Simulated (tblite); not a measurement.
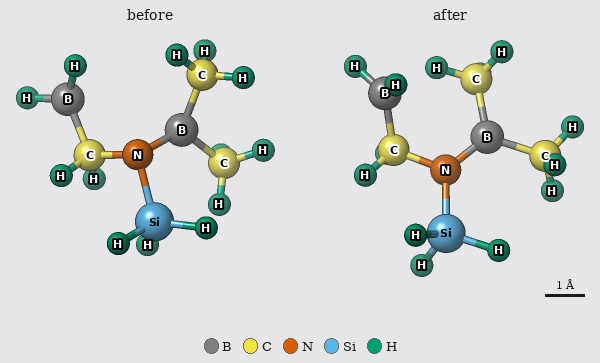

The structure of C₃H₁₃B₂NSi before (left) and after (right) a relaxation, at one scale.

Style: ball-and-stick. Shown face on.

Level of theory: GFN2-xTB geometry optimisation, gas phase in tblite. 

> What changed between the two?

The energy falls by 45.7 kcal/mol in 223 geometry steps. An H atom moves most after the best rigid fit: 2.92 Å. Largest moves by element: H 2.92 Å, C 1.17 Å, B 0.83 Å, N 0.77 Å, Si 0.43 Å. Near-neighbour distances that change, for instance: B–H 3.786 → 1.650 Å, B–N 1.512 → 1.399 Å, N–Si 1.805 → 1.744 Å, C–H 1.135 → 1.090 Å. Bond angles that change, for instance: Si–N–B 105.7° → 129.0°, C–N–Si 104.0° → 113.4°, C–B–C 112.2° → 118.9°. Groups turn about B–C by about 135°, B–C by about 70°, B–C by about 20°. Cost: 1.5 s on 1 thread of Arm Neoverse V2, with other jobs on the host.
